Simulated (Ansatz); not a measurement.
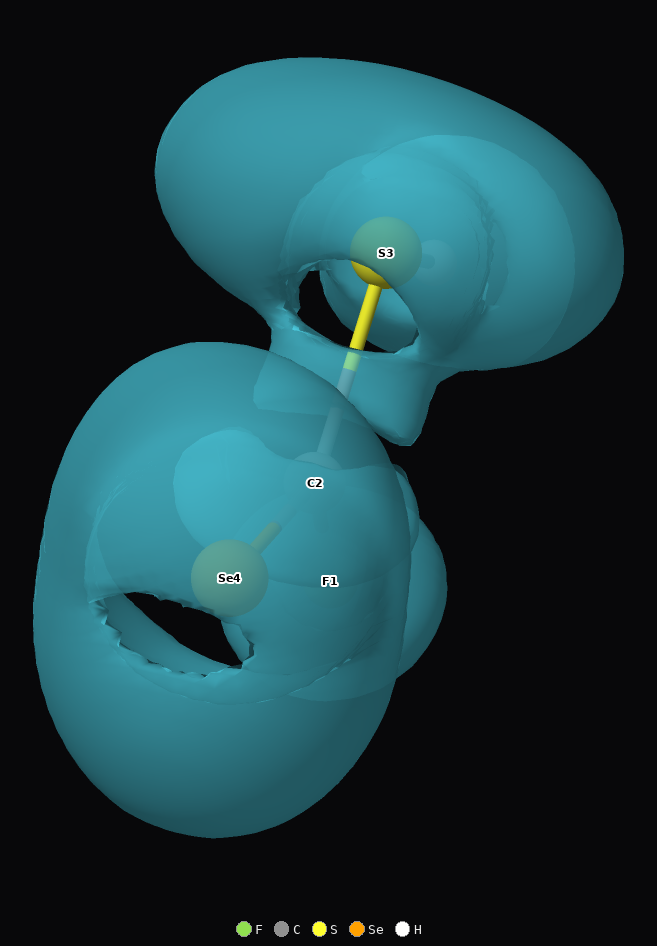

The picture shows: CHFSSe (SMILES FC(S)=[Se]). Isosurface of the ELF at 0.75 (cyan), seen at an oblique angle. Core shells and regions of very low density are left out.

All numbers below come from RKS revPBE/def2-SVP in Ansatz.

Input file:

```
crystal:
  periodic: [false, false, false]
  atoms:
    - { symbol: F, position_ang: [-0.8739, -0.9296, 1.0026] }
    - { symbol: C, position_ang: [-0.2371, -0.3564, -0.0521] }
    - { symbol: S, position_ang: [1.4717, 0.0323, 0.1146] }
    - { symbol: Se, position_ang: [-1.5357, -0.1486, -1.6627] }
    - { symbol: H, position_ang: [1.89027, -1.22493, -0.31024] }
basis:
  gaussian: { orbitals: def2-SVP }
hamiltonian:
  xc: revpbe
relax:
  f_tol: 0.015
  max_steps: 40
output:
  orbitals: {}
```

Launched as:

```sh
ansatz run input.yaml --threads 1 --pin off --max-ram 2048MiB --backend cpu --events-out ev --progress --plain --runs-dir out
```

The fields are those of the relaxed geometry.

Describe the localisation domains.

Answer. The ELF exceeds this value in one region between bonded C–Se atoms (shared pairs), one region on F in which the atom's valence shell and bonds are merged, one ring or bowl of non-bonding electrons around Se and one joined region spread over several atoms (H, S), in which their bonds and any lone pairs are merged. Along the contacts the grid gives the following. C–F (1.35 Å): the ELF peaks at about 0.85 between the atoms (a shared but strongly polarised pair). C–S (1.76 Å): the ELF peaks at about 0.95 between the atoms; a covalent bond.
